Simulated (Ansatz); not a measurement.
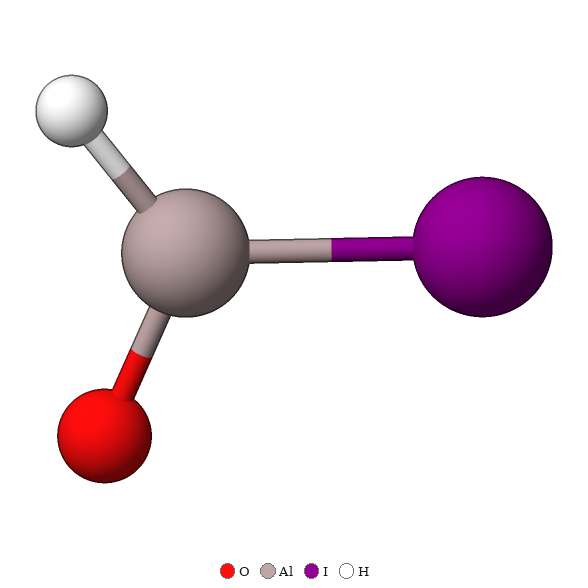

A ball-and-stick model of a molecule. Every bond is drawn as one stick, whatever its order.

State: neutral, doublet.

What does the picture show?

The molecule is AlHIO. The point group is Cs. It is an open-shell species. All atoms lie on one plane. Coordination: 1 Al trigonal planar.

The parts below concern this one geometry. Atoms keep their numbers from picture to picture. The computed structure is the end point of a PBE0-D4/def2-TZVP optimisation. No frequency run is at hand to confirm it as a minimum.

Electronic properties

No frequency run is at hand to confirm it as a minimum. Level of theory: UKS r2SCAN-D4/def2-TZVPP, core potentials on I (Ansatz 0.2.0).

> Estimate the ⟨S²⟩ of the determinant.

0.756.

Dipole moment

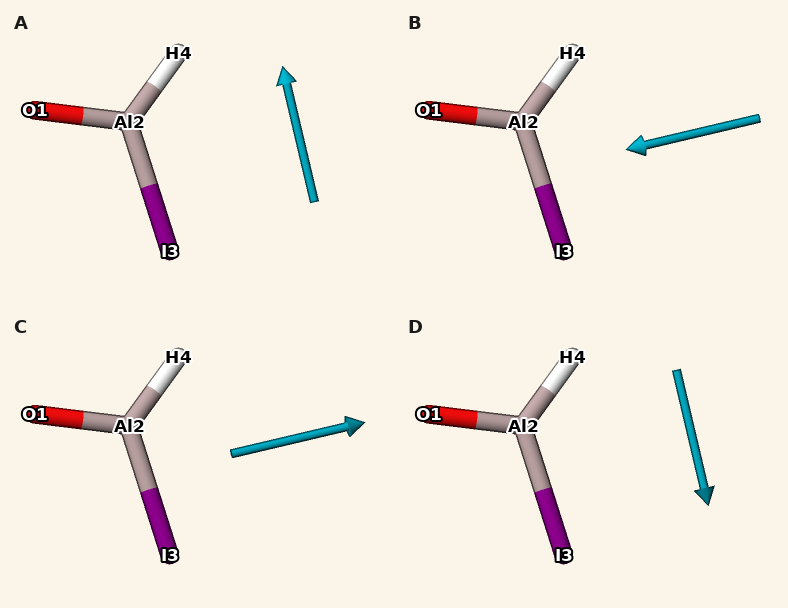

The same molecule four times, each with an arrow. No frequency run is at hand to confirm it as a minimum. Level of theory: UKS PBE0-D4/def2-TZVP, core potentials on I (Ansatz 0.2.0).

> Which arrow points along the dipole moment, from the negative to the positive end?

C. The dipole moment is 1.51 D; it points from the side of O1 to the side of H4 (the outermost atoms at the two ends).

Charges

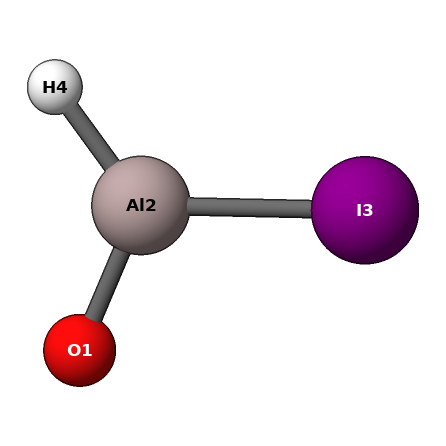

The questions are on Mulliken charges. No frequency run is at hand to confirm it as a minimum. Properties computed with UKS PBE0-D4/def2-TZVP, core potentials on I (Ansatz 0.2.0).

> Which atom carries the highest charge (most positive or least negative)?

Al2 (0.52 e).

> And the lowest?

O1 (−0.28 e).

Give the Mulliken charges atom by atom.

| atom | value (e) |
| --- | --- |
| O1 | −0.28 |
| Al2 | 0.52 |
| I3 | −0.18 |
| H4 | −0.06 |

Mulliken values depend strongly on the basis set and can even reverse the polarity of a bond.
